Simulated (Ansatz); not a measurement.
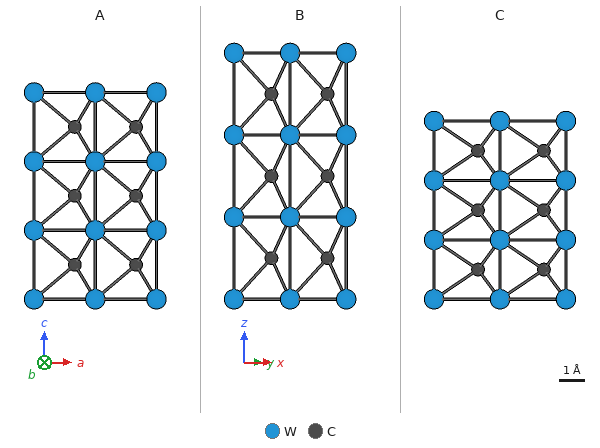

A scan of crystalline WC (P-6m2): the ratio of the cell's length along z to its lengths across, counted as 1 for the reference, is changed at fixed volume (a c/a path), with the atoms kept at their fractional coordinates. x, y and z are the Cartesian axes of the input. A ball-and-stick model of the cell of the calculation, repeated 2 × 2 × 3 with one cell outlined, seen along the b axis.

Method: DFT r2SCAN, scalar-relativistic, plane waves, PAW (Ansatz 0.2.0). (plane-wave cutoff 500 eV; k-point mesh 24 × 24 × 18; occupations gaussian; smearing width 0.15 eV; no spin polarisation). Energies (free energies at the smearing named) are counted from the cell as listed in its source, which wasn't relaxed.

Question: Order these geometries by energy, lowest first.

Answer: Lowest first: A (the relative ratio 1.00, 0 meV/atom), C (the relative ratio 0.80, 850 meV/atom), B (the relative ratio 1.30, 1003 meV/atom). Over the whole scan: of the computed points the lowest is at the relative ratio 1.00, 0 meV/atom. At the ends of the scan the energy is 850 meV/atom (0.80) and 1003 meV/atom (1.30). The unrelaxed reference is under a pressure of 4.3 GPa. The distortion keeps the space group P-6m2. At the relative ratio 1.30 the cell of the drawing goes a 2.901 → 2.658 Å, b 2.901 → 2.658 Å, c 2.829 → 3.370 Å.
